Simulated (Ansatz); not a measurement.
# AsF3 (arsenic trifluoride) at revPBE/STO-3G

Aim: the vertical singlet–triplet gap of AsF3 (arsenic trifluoride) at revPBE/STO-3G, from 2 runs. 

The calculation is run with Ansatz 0.2.0.

37 further runs of the same task are left out: 10 that didn't finish, 27 set aside as unsound or not needed.

## (1) Starting point

AsF3 has 4 atoms, charge 0, and is taken as a singlet. SMILES: `F[As](F)F`. Geometry: relaxed at PBE0-D4/def2-TZVP.

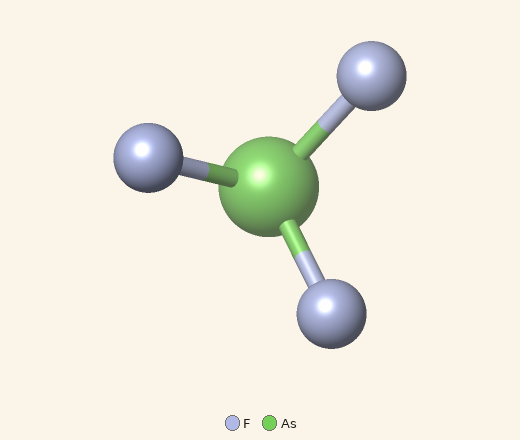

Viewed from a chosen angle; fluorine light blue, arsenic green.

## (2) The energy at revPBE/STO-3G

input.yaml

```yaml
crystal:
  periodic: [false, false, false]
  atoms:
    - symbol: F
      position_ang: [-0.445870, 0.395590, 1.362650]
    - symbol: As
      position_ang: [-0.461950, -0.457240, -0.125630]
    - symbol: F
      position_ang: [1.203970, -0.865930, -0.112740]
    - symbol: F
      position_ang: [-0.296160, 0.927580, -1.124280]
basis:
  gaussian: {orbitals: STO-3G}
hamiltonian: {xc: {name: revPBE}}
accuracy: high
```

On the command line:

```console
$ ansatz run input.yaml --threads 1 --pin off --max-ram 3480MiB --events-out events.jsonl --progress --plain --runs-dir runs
```

Output:

```text
Warning: RAYON_NUM_THREADS=1 ignored (pool sized by the plan → 1); use --threads N
Functional definition: revPBE
  name "revPBE"
  parameter kappa = 1.245
  parameter beta = 0.06672455060314922
  exchange = pbe_x(kappa = kappa, mu = beta*pi^2/3)
  correlation = pbe_c(beta = beta)
564 factors; integrals over basis functions are off by at most 1.6e-8 eV
mean field evaluation 1: about -68175.8399 eV, gradient 1.9e1 eV
mean field evaluation 2: about -68174.5671 eV, gradient 2.7e1 eV
mean field evaluation 4: about -68177.4398 eV, gradient 6.5e-2 eV
mean field evaluation 8: about -68177.4161 eV, gradient 7.1e-4 eV
mean field evaluation 16: about -68177.4161 eV, gradient 2.7e-8 eV
mean field -68177.41611369 eV, -2505.4738298657 hartree, gradient 2.7e-8 eV, S^2 0.000000; 0 other end points of the search recorded, 0 dependent functions left out
reference -68177.41611509 eV, -2505.4738299172 hartree; 30, 30 occupied and 3, 3 virtual orbitals, 564 factors
Total energy: -68177.41611509 eV, -2505.4738299172 hartree
```

It took 1.5 s on 1 thread of Arm Neoverse V2, shared host; peak memory 0.1 GiB.

## (3) The triplet at the same level

job.yaml

```yaml
basis:
  gaussian:
    orbitals: STO-3G
crystal:
  periodic: [false, false, false]
  atoms:
    - {symbol: F, position_ang: [-0.445870, 0.395590, 1.362650]}
    - {symbol: As, position_ang: [-0.461950, -0.457240, -0.125630]}
    - {symbol: F, position_ang: [1.203970, -0.865930, -0.112740]}
    - {symbol: F, position_ang: [-0.296160, 0.927580, -1.124280]}
magnetization:
  spin_polarized: true
  initial_magnetization: 2
hamiltonian:
  xc: {name: revPBE}
accuracy: high
```

On the command line:

```console
$ ansatz run job.yaml --threads 1 --pin off --max-ram 3480MiB --events-out events.jsonl --progress --plain --runs-dir runs
```

Output, shortened:

```text
Warning: RAYON_NUM_THREADS=1 ignored (pool sized by the plan → 1); use --threads N
Functional definition: revPBE
  name "revPBE"
[...]
564 factors; integrals over basis functions are off by at most 1.6e-8 eV
[...]
mean field -68170.98579239 eV, -2505.2375199165 hartree, gradient 3.6e-9 eV, S^2 2.001287; 6 other end points of the search recorded, 0 dependent functions left out
reference -68170.98579383 eV, -2505.2375199696 hartree; 31, 29 occupied and 2, 4 virtual orbitals, 564 factors
Total energy: -68170.98579383 eV, -2505.2375199696 hartree
```

Wall time 68 s (1 thread of Arm Neoverse V2, shared host); peak memory 0.15 GiB.

## (4) Outcome

At revPBE/STO-3G:

```
                                        quantity           value
                           singlet: total energy  -2505.47383 Eh
                           triplet: total energy  -2505.23752 Eh
                                   triplet: ⟨S²⟩           2.001
vertical energy of the triplet above the singlet        6.430 eV
```

In words: At this shape the triplet lies 6.43 eV (148 kcal/mol) above the singlet. In a minimal basis such a difference can be off by several eV, whatever the method.
